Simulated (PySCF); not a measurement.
SMILES C=Cc1ccc(Cl)cc1 (C8H7Cl) at its GFN2-xTB optimised geometry (Å):

```
16

C      2.4712    -1.8635     0.0000
C      1.1434    -1.8635     0.0000
C      0.2696    -0.6968     0.0000
C     -1.1136    -0.8900     0.0000
C     -1.9901     0.1769     0.0000
C     -1.4861     1.4677     0.0000
Cl    -2.5726     2.8126     0.0000
C     -0.1176     1.6902     0.0000
C      0.7478     0.6148     0.0000
H      3.0290    -2.7841     0.0000
H      3.0565    -0.9602     0.0000
H      0.6212    -2.8126     0.0000
H     -1.5082    -1.8960     0.0000
H     -3.0565     0.0130     0.0000
H      0.2630     2.6998     0.0000
H      1.8099     0.8017     0.0000
```

Computed with PBE/def2-TZVP run with PySCF 2.14.0. Cells within 0.4 Å of a nucleus heavier than hydrogen are left out (blank, or x).

Map of the log10 of the electron density (e/bohr³), floored at −4 on the plane z = 0.0 Å:

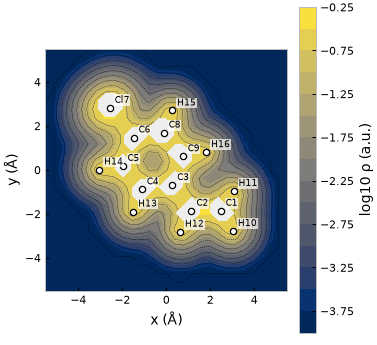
Fig. 1. Log10 of the electron density (e/bohr³), floored at −4 on the plane z = 0.0 Å.
